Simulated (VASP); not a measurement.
Band structure of ZrC (rock salt). Computed with LDA (Ceperley-Alder, Perdew-Zunger) with spin-orbit coupling, VASP's LDA PAW potentials (set 64) (plane waves; VASP).

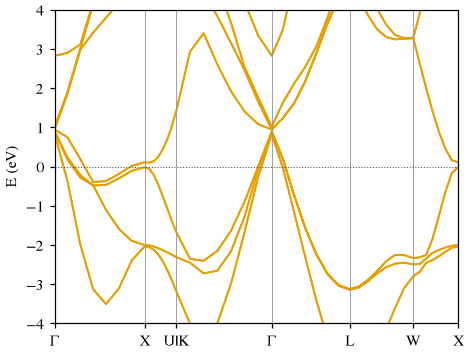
Fig. 1. Bands along high-symmetry lines, zero at the valence-band maximum or, without a gap, the Fermi level

Q: Read the plot: is there a gap, and where are the band edges?

A: It has no gap at this level: it comes out as a metal or semimetal.

The compound is ZrC in the rock salt structure. It was relaxed first.
